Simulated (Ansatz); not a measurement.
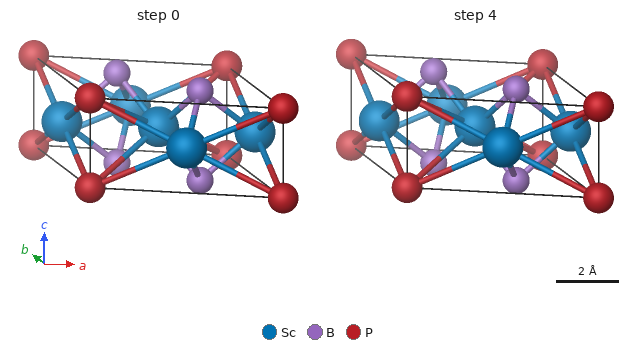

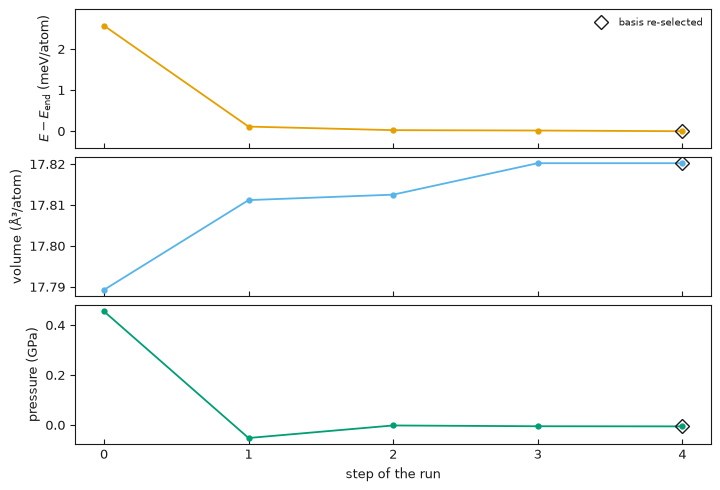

First and last geometry of a relaxation of solid Sc$_{3}$B$_{2}$P (a generated structure, set up in P6/mmm), with the history of the run. Style: ball-and-stick. Shown: the cell of the calculation, slightly off an axis.

All numbers below come from Ansatz 0.2.0, DFT PBE, scalar-relativistic, plane waves, PAW.

Input
```yaml
crystal:
  lattice:
    - [6.4328761072, 0.0, 0.0]
    - [-3.2164380536, 5.5710341283, 0.0]
    - [0.0, 0.0, 2.9783008549]
  atoms:
    - { symbol: Sc, position: [0.5, 0.0, 0.5] }
    - { symbol: Sc, position: [0.5, 0.5, 0.5] }
    - { symbol: Sc, position: [0.0, 0.5, 0.5] }
    - { symbol: B, position: [0.6666666667, 0.3333333333, 0.0] }
    - { symbol: B, position: [0.3333333333, 0.6666666667, 0.0] }
    - { symbol: P, position: [0.0, 0.0, 0.0] }
basis:
  ecutwfc: 420
kpoints:
  mp_grid: { grid: [6, 6, 12] }
hamiltonian:
  xc: pbe
scf:
  occupations: { method: gaussian, width: 0.1 }
output:
  forces: true
  stress: true
  eigenvalues: true
  write_density: true
  write_potential: true
  elf: true
  volumetric_format: npy
relax:
  adjacent_minimum: "off"
  f_tol: 0.01
  max_steps: 80
  cell: { stress_tol: 0.05 }
```

Launched with:
```bash
ansatz run input.yaml --threads 1 --pin off --max-ram 2560MiB --backend cpu --events-out ev --progress --plain --runs-dir out
```

### Read the history and describe the run.

It converged. No atom moves by more than 0.005 Å relative to the cell. Cell: a = b 6.433 → 6.380 Å (−0.8 %), c 2.978 → 3.033 Å (+1.8 %). Volume +0.2 %. Some distances before and after: Sc1–Sc1 2.978 → 3.033 Å, Sc1–Sc2 3.216 → 3.190 Å, Sc1–P6 3.544 → 3.532 Å, Sc1–B4 2.380 → 2.386 Å. The space group stays P6/mmm (No. 191). After 3 accepted moves (4 points after the start) the energy has fallen by 2.6 meV per atom. All forces vanish by symmetry, so only the cell relaxes. Pressure: 0.46 GPa at the start and −0.01 GPa at the end. At 1 point the geometry stayed and the basis and grid were re-selected for the new cell (energy shift of less than 0.05 meV per atom at most each time).

```json
{"step": "0", "E − E(0), meV/atom": "0.00", "pressure, GPa": "0.46", "volume, Å³/atom": "17.789", "note": ""}
{"step": "1", "E − E(0), meV/atom": "-2.46", "pressure, GPa": "-0.05", "volume, Å³/atom": "17.811", "note": ""}
{"step": "2", "E − E(0), meV/atom": "-2.54", "pressure, GPa": "0.00", "volume, Å³/atom": "17.813", "note": ""}
{"step": "3", "E − E(0), meV/atom": "-2.55", "pressure, GPa": "0.00", "volume, Å³/atom": "17.820", "note": ""}
{"step": "4", "E − E(0), meV/atom": "-2.57", "pressure, GPa": "-0.01", "volume, Å³/atom": "17.820", "note": "same geometry, new basis"}
```
